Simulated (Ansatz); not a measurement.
C2H7BO2 (SMILES CCB(O)O)

Input file:

```
basis:
  gaussian: {orbitals: def2-TZVPD}
crystal:
  periodic: [false, false, false]
  atoms:
    - {symbol: C, position_ang: [-0.479221, 1.404329, 0.520743]}
    - {symbol: C, position_ang: [0.892917, 1.011396, -0.008942]}
    - {symbol: B, position_ang: [1.090567, -0.514047, -0.345249]}
    - {symbol: O, position_ang: [0.049176, -1.376822, -0.147442]}
    - {symbol: O, position_ang: [2.308462, -0.911553, -0.825213]}
    - {symbol: H, position_ang: [-0.720108, 0.864907, 1.449757]}
    - {symbol: H, position_ang: [-1.273406, 1.157577, -0.200688]}
    - {symbol: H, position_ang: [-0.547176, 2.482479, 0.734695]}
    - {symbol: H, position_ang: [1.140564, 1.582137, -0.922589]}
    - {symbol: H, position_ang: [1.686781, 1.293469, 0.706659]}
    - {symbol: H, position_ang: [0.228247, -2.295098, -0.370034]}
    - {symbol: H, position_ang: [2.387278, -1.850299, -1.017619]}
hamiltonian: {xc: pbe0}
output: {forces: true, orbitals: {seedname: orbitals}}
```

Run with:

```sh
ansatz run input.yaml --threads 2 --pin off --max-ram 4350MiB --events-out events.jsonl --progress --plain --runs-dir runs
```

Geometry: PBE0-D3(BJ)/def2-SVP.

These are results of isolated molecule in a Gaussian basis; Kohn-Sham density functional theory, functional PBE0 (Ansatz), not measurements.

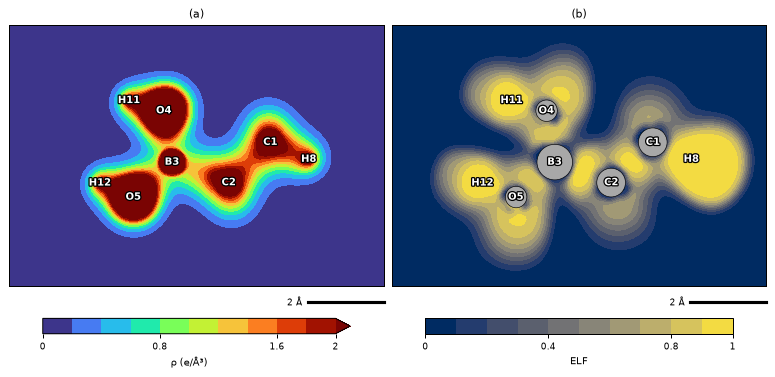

Figure 1. (a) electron density; (b) electron localisation function on the plane of atoms C2, B3 and O4. Grey discs cover the atomic cores in the ELF map.

**What do the fields say about this system?**

The plane passes through C, B, O and H nuclei. B–O (1.37 Å): ρ at the midpoint is about 2.1 e/Å³; the ELF peaks at about 0.90 between the atoms, as expected for a polar covalent bond. C–C (1.52 Å): the density is about 1.6 e/Å³ at the midpoint; the ELF peaks at about 0.95 between the atoms, as expected for localised, covalent bonding. C–B (1.57 Å): ρ at the midpoint is about 1.4 e/Å³; the ELF peaks at about 1 between the atoms (a covalent bond). O–H (0.96 Å): ρ at the midpoint is about 3.8 e/Å³; the ELF climbs to about 1 towards the hydrogen, as it does in any bond to H (an ordinary covalent bond to hydrogen). C–H (1.10 Å): the density is about 1.9 e/Å³ at the midpoint; the ELF climbs to about 1 towards the hydrogen: a covalent bond by its length. The ELF also peaks beside O5 and O4, away from the bonds: lone-pair regions.

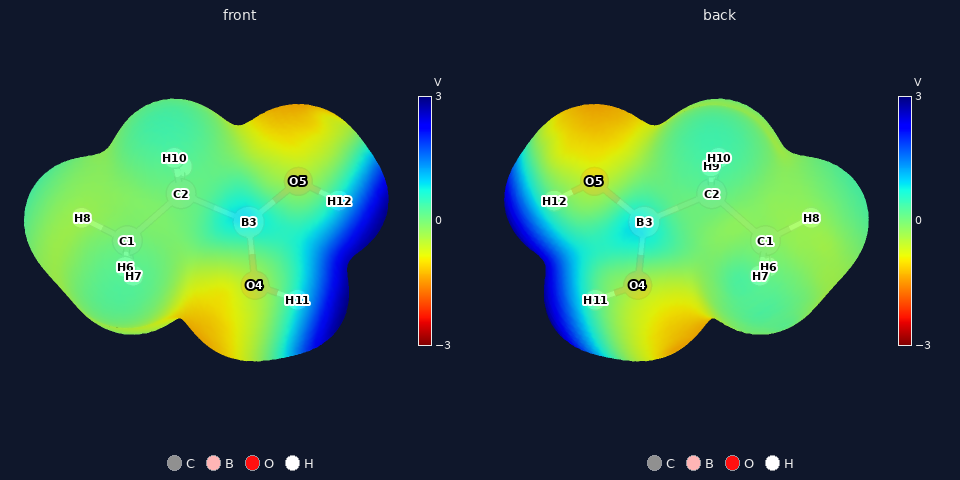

Figure 2. The molecular electrostatic potential painted on the density surface at 0.002 e/bohr³, seen from the front and from behind; red is negative and blue positive.

**Which sites attract a positive test charge, and which a negative one?**

A positive charge is drawn to the negative regions and a negative charge to the positive ones. The most negative region (about −1.3 V, or −30 kcal/mol for a unit charge) lies over O4 and O5, the most positive (about +2.9 V, or +67 kcal/mol for a unit charge) over H11 and H12.

**What dipole moment does the calculation give?**

Its dipole moment is 2.24 D.

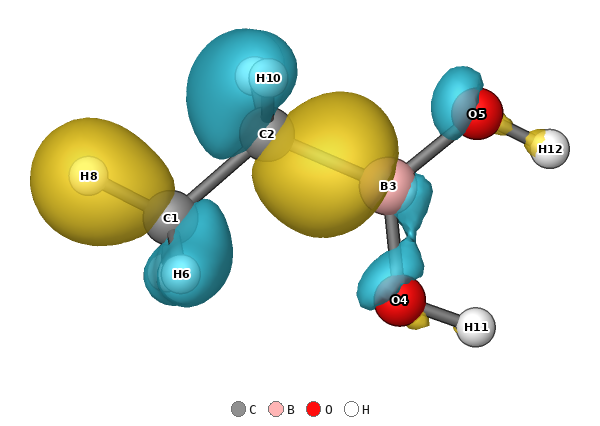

Figure 3. The HOMO at ±0.15 Å⁻³ᐟ² (yellow and cyan are the two phases), seen across its widest extent.

**Describe this orbital and give its energy.**

Its weight (Hirshfeld) is mainly on C2 (about 30 %), B3 (about 15 %), C1 (about 15 %) and H8 (about 10 %). Its energy is −8.69 eV.
